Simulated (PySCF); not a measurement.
Input file:

```
{"job": {"xc": "KT3", "basis": "pcSseg-1", "solvent": "chloroform", "kind": "nmr", "pop": true}, "charge": 0, "multiplicity": 1}
C      1.579428    -0.493972     0.159316
C      0.349657     0.118803    -0.480884
C     -0.939857    -0.720166    -0.479849
N     -1.681620     0.444693     0.009982
C     -0.440540     1.147129     0.346679
H      2.369334     0.249248     0.247616
H      1.349353    -0.871511     1.153947
H      1.948001    -1.320142    -0.445492
H      0.588368     0.495255    -1.475732
H     -0.893353    -1.567565     0.214214
H     -1.301953    -1.071818    -1.448120
H     -2.324085     0.277602     0.775924
H     -0.171106     1.132507     1.409303
H     -0.432305     2.179464    -0.009070
```

Command:

```sh
OMP_NUM_THREADS=1 python ens_run.py task.json out
```

Geometry: GFN2-xTB.

Method: PySCF 2.14.0, KT3/pcSseg-1, SCF density, in a chloroform solvent model, non-relativistic.

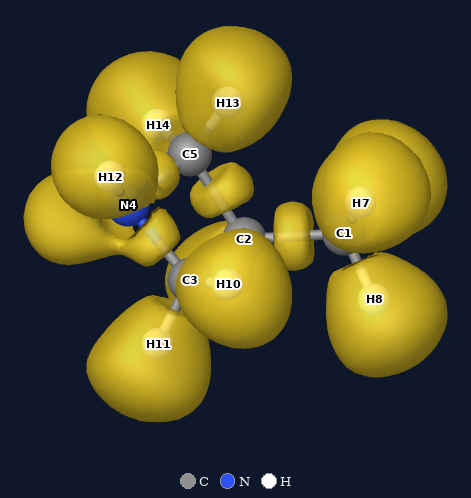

C4H9N (SMILES CC1CNC1). Isosurface of the electron localisation function at 0.75 (yellow), seen at a tilt. Only the valence region is drawn (cores and ρ < 0.01 e/Å³ removed).

Describe the localisation domains.

The surface consists of three regions between bonded C–C atoms (shared pairs), eight regions around hydrogen nuclei and one joined region spread over several atoms (H, N), in which their bonds and any lone pairs are merged. Along the contacts the grid gives the following. C–N (1.47 Å): the ELF peaks at about 0.90 between the atoms; localised, covalent bonding. C–C (1.52 Å): the ELF peaks at about 0.95 between the atoms; localised, covalent bonding.
